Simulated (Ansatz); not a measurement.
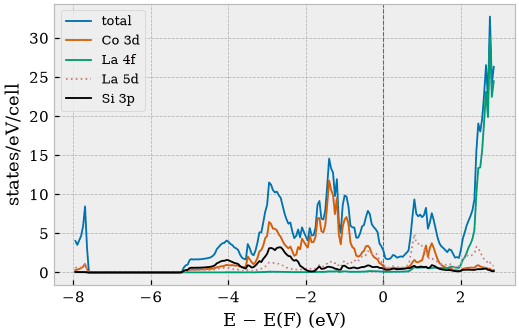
Figure: Total and projected density of states of LaCoSi in space group P4/nmm (No. 129; La on 2c, Co on 2a, Si on 2c), plane-wave PAW r²SCAN (Ansatz code)

Q: Which orbitals carry the states next to the Fermi level?

A: Within 0.5 eV of the Fermi level: La 5d 38 %, Co 3d 36 %, Si 3p 15 %. Projections are on Löwdin-orthogonalised atomic valence shells; empty p or d shells of many metals are not among them.

Q: Where is the tallest occupied peak in this window, and what makes it?

A: Near -1.4 eV, about 15 states/eV per cell; the largest projected share is Co 3d.

The workflow started from a Materials Project entry (that database holds measured and hypothetical structures alike); the Crystallography Open Database copy checked does not list it. Whether it is the stable phase at ambient conditions was not checked. The cell was relaxed with r²SCAN under the symmetry of its start; whether a distortion lowers the energy is not shown. Magnetic state: ferromagnetic, chosen from 2 collinear starts compared on coarse meshes (ties went to the first, and starts can fall back to one state), not a proven ground state. Other orbital occupations within this spin state were not tried. Spin–orbit coupling is left out wherever it is not named.

Potentials: the later of the program's two PAW sets.
